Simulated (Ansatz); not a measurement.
# Al₂F (quartet): one geometry, many settings at a displaced geometry (v1)

What do other methods and options give for Al₂F (quartet) at this geometry, and how long do they take?

Method: the settings change from run to run; program: Ansatz 0.2.0, Gaussian basis.

32 further runs of the same task are left out: 11 for a known fault of the program, 9 that didn't finish, 12 set aside as unsound or not needed.

### 1 What is computed

The geometry is a PBE0/def2-TZVP stationary point (not a proven minimum) with its atoms shifted at random (size 0.040 Å).

3 atoms, charge 0, spin multiplicity 4.

Atoms are counted from 1 here; the program's logs count them from 0.

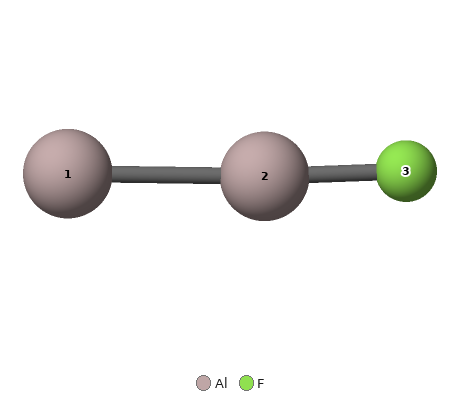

The structure; aluminium light grey, fluorine green; atoms are numbered from 1 in the order of the file.

### 2 HF/6-31G*

File in.yaml:

```yaml
crystal:
  periodic: [false, false, false]
  atoms:
    - {symbol: Al, position_ang: [-0.015433, -0.009008, 2.129440]}
    - {symbol: Al, position_ang: [-0.016266, -0.025151, -0.219913]}
    - {symbol: F, position_ang: [0.031698, 0.034159, -1.909527]}
basis:
  gaussian: {orbitals: "6-31G*", point_charges: [{charge: -1.00, position_ang: [3.878, 0.801, 0.089]}]}
magnetization: {spin_polarized: true, initial_magnetization: 3}
hamiltonian: {xc: hf}
output: {orbitals: {seedname: orbitals}}
```

On the command line:

```console
$ ansatz run in.yaml --threads 1 --pin off --events-out ev --progress --plain --max-ram 2393MiB
```

Output:

```text
Functional definition: HF
  name "HF"
  cite "Fock, Z. Phys. 61, 126 (1930) doi:10.1007/BF01340294"
  parent pbe
  exchange = exact_x
  correlation = 0
455 factors; integrals over basis functions are off by at most 9.4e-4 eV
mean field evaluation 1: about -15868.7644 eV, gradient 1.9e1 eV
mean field evaluation 2: about -15868.7915 eV, gradient 1.9e1 eV
mean field evaluation 4: about -15870.9051 eV, gradient 2.8e0 eV
mean field evaluation 8: about -15871.1491 eV, gradient 3.5e-1 eV
mean field evaluation 16: about -15871.1604 eV, gradient 1.5e-5 eV
mean field evaluation 32: about -15866.0174 eV, gradient 1.3e1 eV
mean field evaluation 64: about -15868.7212 eV, gradient 3.3e0 eV
mean field -15871.16039943 eV, -583.2543868200 hartree, gradient 1.5e-5 eV, S^2 3.765676; 0 other end points of the search recorded, 0 dependent functions left out
reference -15871.16039943 eV, -583.2543868200 hartree; 19, 16 occupied and 34, 37 virtual orbitals, 455 factors
Total energy: -15871.16039943 eV, -583.2543868200 hartree
```

Run time: 4.1 s. Hardware: 1 thread of Intel Xeon at 2.50GHz, shared host.

From the report: ⟨S²⟩ of the determinant 3.766 (pure quartet: 3.75).

### 3 BCCD on UHF/cc-pVDZ

File in.yaml:

```yaml
crystal:
  periodic: [false, false, false]
  atoms:
    - {symbol: Al, position_ang: [-0.015433, -0.009008, 2.129440]}
    - {symbol: Al, position_ang: [-0.016266, -0.025151, -0.219913]}
    - {symbol: F, position_ang: [0.031698, 0.034159, -1.909527]}
basis:
  gaussian: {orbitals: cc-pVDZ}
magnetization: {spin_polarized: true, initial_magnetization: 3}
correlation: {method: bccd, electrons: outside_noble_gas}
```

Same command.

Output (excerpt; [...] marks lines left out):

```text
Functional definition: HF
  name "HF"
  cite "Fock, Z. Phys. 61, 126 (1930) doi:10.1007/BF01340294"
  parent pbe
[...]
493 factors; integrals over basis functions are off by at most 9.1e-4 eV
[...]
mean field -15871.75915671 eV, -583.2763907442 hartree, gradient 4.7e-6 eV, S^2 3.765568; 5 other end points of the search recorded, 0 dependent functions left out
determinant -15871.75915671 eV, -583.2763907442 hartree, with singles and doubles -15879.45187345 eV, -583.5590928704 hartree
determinant -15869.44289594 eV, -583.1912697309 hartree, with singles and doubles -15876.91010816 eV, -583.4656847187 hartree
determinant -15869.27746750 eV, -583.1851903482 hartree, with singles and doubles -15876.58862027 eV, -583.4538702567 hartree
determinant -15869.17900481 eV, -583.1815719108 hartree, with singles and doubles -15876.81679946 eV, -583.4622556871 hartree
11 core orbitals not correlated: weight in the atoms' cores, before any rotation towards them, 1.000 or more for the frozen orbitals, at most 0.000 for the correlated occupied ones
reference -15871.75915671 eV, -583.2763907442 hartree; 8, 5 occupied and 31, 34 virtual orbitals, 493 factors
second order -7.21087108 eV of doubles, -0.00000000 eV of singles
cycle   1  -7.66916916 eV  change    2.4e-2 eV  update   1.3e-2
[...]
cycle  10  -7.66914905 eV  change    4.6e-6 eV  update   1.1e-5
Total energy: -15879.42830576 eV, -583.5582267736 hartree
```

It took 14 s on 1 thread of Intel Xeon at 2.50GHz, shared host.

From the report: ⟨S²⟩ of the determinant 3.766 (pure quartet: 3.75); correlation -7.6691 eV; largest double amplitude 0.07.

### 4 CCSD on ROHF/cc-pVDZ

Changes to in.yaml since step 3:

```diff
@@ -8,3 +8,6 @@
   gaussian: {orbitals: cc-pVDZ}
-magnetization: {spin_polarized: true, initial_magnetization: 3}
-correlation: {method: bccd, electrons: outside_noble_gas}
+magnetization: {spin_polarized: false, initial_magnetization: 3}
+correlation: {method: ccsd, electrons: outside_noble_gas}
+accuracy: high
+scf: {lower_state_search: off}
+output: {forces: true}
```

Launched as before.

Output (excerpt; [...] marks lines left out):

```text
Functional definition: HF
  name "HF"
  cite "Fock, Z. Phys. 61, 126 (1930) doi:10.1007/BF01340294"
  parent pbe
[...]
961 factors; integrals over basis functions are off by at most 3.3e-9 eV
[...]
mean field -15871.70288375 eV, -583.2743227511 hartree, gradient 5.0e-8 eV, S^2 3.750000; 0 other end points of the search recorded, 0 dependent functions left out
11 core orbitals not correlated: weight in the atoms' cores, before any rotation towards them, 1.000 or more for the frozen orbitals, at most 0.000 for the correlated occupied ones
reference -15871.70288375 eV, -583.2743227511 hartree; 8, 5 occupied and 31, 34 virtual orbitals, 961 factors
second order -7.25241151 eV of doubles, -0.02283781 eV of singles
cycle   1  -7.43448358 eV  change   -1.6e-1 eV  update   9.3e-2
[...]
cycle  27  -7.75118698 eV  change   3.7e-10 eV  update  8.9e-10
[...]
Total energy: -15879.45407073 eV, -583.5591736188 hartree
Atom 0 at    -0.015433    -0.009008     2.129440 Å, force    -0.011575    -0.015413     0.234659 eV/Å
Atom 1 at    -0.016266    -0.025151    -0.219913 Å, force     0.025178     0.035862    -0.142774 eV/Å
Atom 2 at     0.031698     0.034159    -1.909527 Å, force    -0.013603    -0.020448    -0.091885 eV/Å
Dipole moment:    -0.010648    -0.013796     0.276075 e Å
Checks for a lower state left out: starts, cluster_reference, orbital_swaps, neighbouring_geometries, increment
```

It took 22 s on 1 thread of Intel Xeon at 2.50GHz, shared host.

From the report: correlation -7.7512 eV; T1 0.030; largest double amplitude 0.07.

### 5 CCSD/cc-pVDZ

Changes to in.yaml since step 4:

```diff
@@ -8,6 +8,4 @@
   gaussian: {orbitals: cc-pVDZ}
-magnetization: {spin_polarized: false, initial_magnetization: 3}
+magnetization: {spin_polarized: true, initial_magnetization: 3}
+hamiltonian: {xc: {name: PBE0}}
 correlation: {method: ccsd, electrons: outside_noble_gas}
-accuracy: high
-scf: {lower_state_search: off}
-output: {forces: true}
```

Launched as before.

Output (excerpt; [...] marks lines left out):

```text
Functional definition: PBE0
  name "PBE0"
  cite "Adamo & Barone, J. Chem. Phys. 110, 6158 (1999) doi:10.1063/1.478522"
  cite "Perdew, Burke & Ernzerhof, Phys. Rev. Lett. 77, 3865 (1996) doi:10.1103/PhysRevLett.77.3865"
  parent pbe
[...]
493 factors; integrals over basis functions are off by at most 9.1e-4 eV
[...]
mean field -15901.03880707 eV, -584.3523980486 hartree, gradient 2.9e-6 eV, S^2 3.755020; 0 other end points of the search recorded, 0 dependent functions left out
11 core orbitals not correlated: weight in the atoms' cores, before any rotation towards them, 1.000 or more for the frozen orbitals, at most 0.000 for the correlated occupied ones
reference -15871.35388333 eV, -583.2614972223 hartree; 8, 5 occupied and 31, 34 virtual orbitals, 493 factors
second order -7.65575700 eV of doubles, -0.23563610 eV of singles
cycle   1  -7.67261150 eV  change    2.1e-1 eV  update   1.0e-1
[...]
cycle  12  -7.99496703 eV  change   -2.8e-6 eV  update   8.2e-6
Total energy: -15879.34885036 eV, -583.5553068416 hartree
```

It took 7 s on 1 thread of Intel Xeon at 2.50GHz, shared host.

From the report: ⟨S²⟩ of the determinant 3.755 (pure quartet: 3.75); correlation -7.9950 eV; T1 0.014; largest double amplitude 0.07. The orbitals are Kohn-Sham ones, so correlation energy and T1 don't compare with those on Hartree-Fock orbitals.

### 6 BCCD on ROHF/cc-pVDZ

File in.yaml:

```yaml
crystal:
  periodic: [false, false, false]
  atoms:
    - {symbol: Al, position_ang: [-0.015433, -0.009008, 2.129440]}
    - {symbol: Al, position_ang: [-0.016266, -0.025151, -0.219913]}
    - {symbol: F, position_ang: [0.031698, 0.034159, -1.909527]}
basis:
  gaussian: {orbitals: cc-pVDZ}
magnetization: {spin_polarized: false, initial_magnetization: 3}
correlation: {method: bccd, electrons: outside_noble_gas, diis_vectors: 2}
output: {forces: true}
```

The command is unchanged.

Output (excerpt; [...] marks lines left out):

```text
Functional definition: HF
  name "HF"
  cite "Fock, Z. Phys. 61, 126 (1930) doi:10.1007/BF01340294"
  parent pbe
[...]
493 factors; integrals over basis functions are off by at most 9.1e-4 eV
[...]
mean field -15871.70274706 eV, -583.2743177278 hartree, gradient 2.7e-6 eV, S^2 3.750000; 2 other end points of the search recorded, 0 dependent functions left out
determinant -15871.70274706 eV, -583.2743177278 hartree, with singles and doubles -15879.45127644 eV, -583.5590709306 hartree
determinant -15869.36693025 eV, -583.1884780435 hartree, with singles and doubles -15876.92689531 eV, -583.4663016350 hartree
determinant -15869.18900882 eV, -583.1819395515 hartree, with singles and doubles -15876.95472353 eV, -583.4673243033 hartree
11 core orbitals not correlated: weight in the atoms' cores, before any rotation towards them, 1.000 or more for the frozen orbitals, at most 0.000 for the correlated occupied ones
reference -15871.70274706 eV, -583.2743177278 hartree; 8, 5 occupied and 31, 34 virtual orbitals, 493 factors
second order -7.25239796 eV of doubles, -0.02283836 eV of singles
cycle   1  -7.72710334 eV  change    2.1e-2 eV  update   1.4e-2
[...]
cycle  20  -7.72517261 eV  change    1.4e-7 eV  update   6.8e-7
[...]
Total energy: -15879.42791967 eV, -583.5582125849 hartree
Atom 0 at    -0.015433    -0.009008     2.129440 Å, force    -0.011483    -0.015314     0.229056 eV/Å
Atom 1 at    -0.016266    -0.025151    -0.219913 Å, force     0.025849     0.036677    -0.168684 eV/Å
Atom 2 at     0.031698     0.034159    -1.909527 Å, force    -0.014366    -0.021363    -0.060373 eV/Å
Dipole moment:    -0.010712    -0.013836     0.284550 e Å
```

Wall time 20 s (1 thread of Intel Xeon at 2.50GHz, shared host).

From the report: correlation -7.7252 eV; largest double amplitude 0.07.

### 7 CCSD(T) on UHF/cc-pVDZ

Changes to in.yaml since step 6:

```diff
@@ -8,4 +8,4 @@
   gaussian: {orbitals: cc-pVDZ}
-magnetization: {spin_polarized: false, initial_magnetization: 3}
-correlation: {method: bccd, electrons: outside_noble_gas, diis_vectors: 2}
+magnetization: {spin_polarized: true, initial_magnetization: 3}
+correlation: {method: ccsd_t, electrons: outside_noble_gas, diis_vectors: 12}
 output: {forces: true}
```

The command is unchanged.

Output (excerpt; [...] marks lines left out):

```text
Functional definition: HF
  name "HF"
  cite "Fock, Z. Phys. 61, 126 (1930) doi:10.1007/BF01340294"
  parent pbe
[...]
493 factors; integrals over basis functions are off by at most 9.1e-4 eV
[...]
mean field -15871.75915671 eV, -583.2763907442 hartree, gradient 4.7e-6 eV, S^2 3.765568; 5 other end points of the search recorded, 0 dependent functions left out
determinant -15871.75915671 eV, -583.2763907442 hartree, with singles and doubles -15879.45187345 eV, -583.5590928704 hartree
determinant -15869.44289594 eV, -583.1912697309 hartree, with singles and doubles -15876.91010816 eV, -583.4656847187 hartree
determinant -15869.27746750 eV, -583.1851903482 hartree, with singles and doubles -15876.58862027 eV, -583.4538702567 hartree
determinant -15869.17900481 eV, -583.1815719108 hartree, with singles and doubles -15876.81679946 eV, -583.4622556871 hartree
11 core orbitals not correlated: weight in the atoms' cores, before any rotation towards them, 1.000 or more for the frozen orbitals, at most 0.000 for the correlated occupied ones
reference -15871.75915671 eV, -583.2763907442 hartree; 8, 5 occupied and 31, 34 virtual orbitals, 493 factors
second order -7.21087108 eV of doubles, -0.00000000 eV of singles
cycle   1  -7.69427523 eV  change   -1.6e-3 eV  update   2.9e-3
[...]
cycle  12  -7.69578995 eV  change   -8.6e-8 eV  update   4.0e-7
perturbative correction -0.20494139 eV, -0.0075314572 hartree
[...]
Total energy: -15879.65988805 eV, -583.5667372657 hartree
Atom 0 at    -0.015433    -0.009008     2.129440 Å, force    -0.011393    -0.014633     0.315570 eV/Å
Atom 1 at    -0.016266    -0.025151    -0.219913 Å, force     0.021833     0.031123    -0.119800 eV/Å
Atom 2 at     0.031698     0.034159    -1.909527 Å, force    -0.010440    -0.016490    -0.195770 eV/Å
Dipole moment:    -0.010138    -0.013075     0.272318 e Å
```

Wall time 21 s (1 thread of Intel Xeon at 2.50GHz, shared host).

From the report: ⟨S²⟩ of the determinant 3.766 (pure quartet: 3.75); correlation -7.9007 eV; T1 0.026; largest double amplitude 0.07.

### 8 BCCD(T) on ROHF/6-31G

File in.yaml:

```yaml
crystal:
  periodic: [false, false, false]
  atoms:
    - {symbol: Al, position_ang: [-0.015433, -0.009008, 2.129440]}
    - {symbol: Al, position_ang: [-0.016266, -0.025151, -0.219913]}
    - {symbol: F, position_ang: [0.031698, 0.034159, -1.909527]}
basis:
  gaussian: {orbitals: 6-31G}
magnetization: {spin_polarized: false, initial_magnetization: 3}
correlation: {method: bccd_t, electrons: all}
```

The command is unchanged.

Output (excerpt; [...] marks lines left out):

```text
Functional definition: HF
  name "HF"
  cite "Fock, Z. Phys. 61, 126 (1930) doi:10.1007/BF01340294"
  parent pbe
[...]
354 factors; integrals over basis functions are off by at most 1.4e-4 eV
[...]
mean field -15869.55614270 eV, -583.1954314729 hartree, gradient 2.5e-6 eV, S^2 3.750000; 2 other end points of the search recorded, 0 dependent functions left out
determinant -15869.55614270 eV, -583.1954314729 hartree, with singles and doubles -15874.65111407 eV, -583.3826682170 hartree
determinant -15867.25411143 eV, -583.1108333840 hartree, with singles and doubles -15872.15048687 eV, -583.2907718624 hartree
determinant -15867.08840408 eV, -583.1047437512 hartree, with singles and doubles -15872.18172940 eV, -583.2919200042 hartree
reference -15869.55614270 eV, -583.1954314729 hartree; 19, 16 occupied and 16, 19 virtual orbitals, 354 factors
second order -4.76978990 eV of doubles, -0.01794941 eV of singles
cycle   1  -5.07505999 eV  change    2.0e-2 eV  update   1.4e-2
[...]
cycle   9  -5.07006337 eV  change   -1.6e-5 eV  update   2.0e-5
perturbative correction -0.13848645 eV, -0.0050892832 hartree
Total energy: -15874.76469253 eV, -583.3868421485 hartree
```

Run time: 13 s. Hardware: 1 thread of Intel Xeon at 2.50GHz, shared host.

From the report: correlation -5.2085 eV; largest double amplitude 0.08.

### 9 MP2 on ROHF/cc-pVDZ

Changes to in.yaml since step 8:

```diff
@@ -7,4 +7,5 @@
 basis:
-  gaussian: {orbitals: 6-31G}
+  gaussian: {orbitals: cc-pVDZ}
 magnetization: {spin_polarized: false, initial_magnetization: 3}
-correlation: {method: bccd_t, electrons: all}
+correlation: {method: mp2, electrons: all}
+output: {forces: true}
```

Same command.

Output (excerpt; [...] marks lines left out):

```text
Functional definition: HF
  name "HF"
  cite "Fock, Z. Phys. 61, 126 (1930) doi:10.1007/BF01340294"
  parent pbe
[...]
493 factors; integrals over basis functions are off by at most 9.1e-4 eV
[...]
mean field -15871.70274706 eV, -583.2743177278 hartree, gradient 2.7e-6 eV, S^2 3.750000; 0 other end points of the search recorded, 0 dependent functions left out
[...]
reference -15871.70274706 eV, -583.2743177278 hartree; 19, 16 occupied and 31, 34 virtual orbitals, 493 factors
second order -7.59120031 eV of doubles, -0.02320218 eV of singles
[...]
Total energy: -15879.31714955 eV, -583.5541418584 hartree
Atom 0 at    -0.015433    -0.009008     2.129440 Å, force    -0.011968    -0.017359     0.018624 eV/Å
Atom 1 at    -0.016266    -0.025151    -0.219913 Å, force     0.023532     0.035385     0.160563 eV/Å
Atom 2 at     0.031698     0.034159    -1.909527 Å, force    -0.011564    -0.018026    -0.179187 eV/Å
Dipole moment:    -0.009999    -0.012854     0.275253 e Å
```

It took 6 s on 1 thread of Intel Xeon at 2.50GHz, shared host.

### 10 BCCD(T) on UHF/cc-pVDZ

Changes to in.yaml since step 9:

```diff
@@ -8,4 +8,4 @@
   gaussian: {orbitals: cc-pVDZ}
-magnetization: {spin_polarized: false, initial_magnetization: 3}
-correlation: {method: mp2, electrons: all}
-output: {forces: true}
+magnetization: {spin_polarized: true, initial_magnetization: 3}
+correlation: {method: bccd_t, electrons: outside_noble_gas}
+scf: {omitted_lower_state_checks: [cluster_reference]}
```

The command is unchanged.

Output (excerpt; [...] marks lines left out):

```text
Functional definition: HF
  name "HF"
  cite "Fock, Z. Phys. 61, 126 (1930) doi:10.1007/BF01340294"
  parent pbe
[...]
493 factors; integrals over basis functions are off by at most 9.1e-4 eV
[...]
mean field -15871.75915671 eV, -583.2763907442 hartree, gradient 4.7e-6 eV, S^2 3.765568; 2 other end points of the search recorded, 0 dependent functions left out
11 core orbitals not correlated: weight in the atoms' cores, before any rotation towards them, 1.000 or more for the frozen orbitals, at most 0.000 for the correlated occupied ones
reference -15871.75915671 eV, -583.2763907442 hartree; 8, 5 occupied and 31, 34 virtual orbitals, 493 factors
second order -7.21087108 eV of doubles, -0.00000000 eV of singles
cycle   1  -7.37787611 eV  change   -1.7e-1 eV  update   9.3e-2
[...]
cycle  13  -7.66913747 eV  change    6.9e-6 eV  update   1.3e-5
perturbative correction -0.23590135 eV, -0.0086692148 hartree
Total energy: -15879.66419553 eV, -583.5668955627 hartree
Checks for a lower state left out: cluster_reference
```

Run time: 6.5 s. Hardware: 1 thread of Intel Xeon at 2.50GHz, shared host.

From the report: ⟨S²⟩ of the determinant 3.766 (pure quartet: 3.75); correlation -7.9050 eV; largest double amplitude 0.07.

### 11 All runs side by side

Where basis and cores are those of an earlier UCCSDT(Q)/cc-pVDZ run (-15879.7203 eV), and the state is the same kind, the miss against it is given.

```csv
level,correlated,functions,energy (eV),from UCCSDT(Q) (meV),time
HF/6-31G* (beside a point charge),,53,-15871.1604,,4.1 s
BCCD on UHF/cc-pVDZ,outside noble gas,50,-15879.4283,292.0,14 s
CCSD on ROHF/cc-pVDZ,outside noble gas,50,-15879.4541,266.2,22 s
CCSD/cc-pVDZ (on PBE0 orbitals),outside noble gas,50,-15879.3489,371.4,7 s
BCCD on ROHF/cc-pVDZ,outside noble gas,50,-15879.4279,292.3,20 s
CCSD(T) on UHF/cc-pVDZ,outside noble gas,50,-15879.6599,60.4,21 s
BCCD(T) on ROHF/6-31G,all,35,-15874.7647,,13 s
MP2 on ROHF/cc-pVDZ,all,50,-15879.3171,,6 s
BCCD(T) on UHF/cc-pVDZ,outside noble gas,50,-15879.6642,56.1,6.5 s
```

### 12 Outcome

| quantity | value |
| --- | --- |
| runs | 9 |
| quickest | HF/6-31G* (beside a point charge), 4.1 s |
| slowest | CCSD on ROHF/cc-pVDZ, 22 s |

What this shows: Total energies in different bases, with other cores or another treatment of relativity can't be set against each other. CCSD on ROHF/cc-pVDZ took 5 times as long as HF/6-31G* (beside a point charge); the jobs differ in more than the method. Among the correlated runs with a miss given, it spans +56 to +371 meV. Cores frozen from Kohn-Sham orbitals shift the total energy.
